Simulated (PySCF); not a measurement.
## Electronic structure of C2H5FGeO2 (SMILES O=[C](O)[GeH2][CH2]F) in real space

Input file:

```
{"job": {"kind": "uv", "xc": "wB97X-D", "basis": "def2-SVPD", "nstates": 8, "ntriplets": 3}, "charge": 0, "multiplicity": 1}
O      1.708526    -0.835880    -1.328764
C      1.450778    -0.122748    -0.401202
O      2.285783     0.113238     0.605340
Ge    -0.260274     0.849823    -0.107036
C     -1.707497    -0.504816     0.109393
F     -1.411734    -1.269959     1.216857
H      3.120579    -0.380741     0.508105
H     -0.595618     1.709698    -1.293501
H     -0.132244     1.691751     1.127149
H     -2.690889    -0.061404     0.281658
H     -1.761987    -1.186292    -0.743964
```

Run with:

```sh
OMP_NUM_THREADS=1 python probes_run.py task.json out
```

Geometry: GFN2-xTB.

Method: PySCF 2.14.0, wB97X-D/def2-SVPD, SCF density, gas phase.

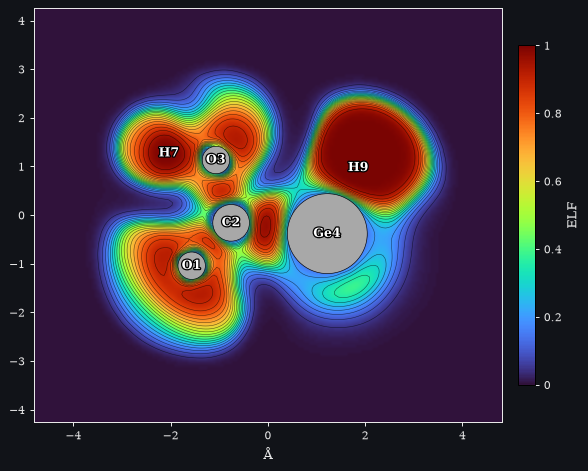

Figure 1. Electron localisation function on the plane of atoms O1, C2 and Ge4. Grey discs cover the atomic cores.

> Describe what can be read from this map.

The plane passes through O, C, Ge and H nuclei. C–O (1.20 Å): the ELF peaks at about 0.85 between the atoms: a short, multiple covalent bond. C–Ge (1.99 Å): the ELF peaks at about 0.95 in the valence shell of C, 0.7 Å from its nucleus, and is about 0.75 at the midpoint. O–H (0.97 Å): the ELF climbs to about 1 towards the hydrogen, as it does in any bond to H: a covalent bond by its length. C–O (1.33 Å): the ELF peaks at about 0.90 between the atoms (a polar covalent bond). Ge–H (1.50 Å): the ELF climbs to about 1 towards the hydrogen. The ELF also peaks beside O1 and O3, away from the bonds: lone-pair regions.

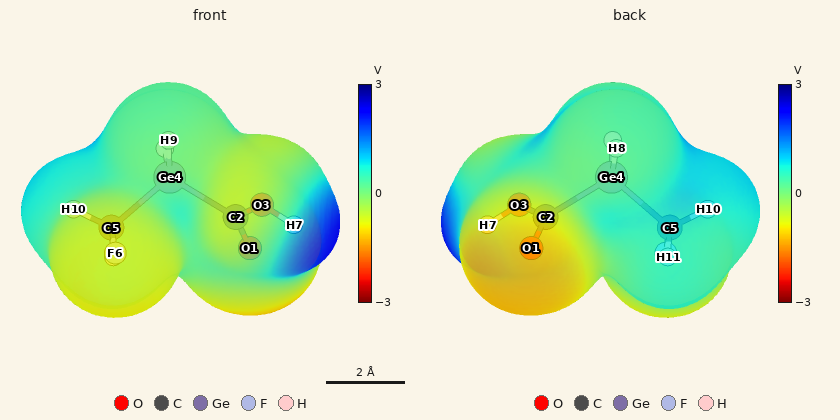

Figure 2. The electrostatic potential painted on the density surface at 0.001 e/bohr³, seen from the front and from behind; red is negative and blue positive.

> Which sites attract a positive test charge, and which a negative one?

A positive charge is drawn to the negative regions and a negative charge to the positive ones. The most negative region (about −1.3 V) lies over O1, the most positive (about +2.3 V) over H7. O1 is the likeliest acceptor of a hydrogen bond.
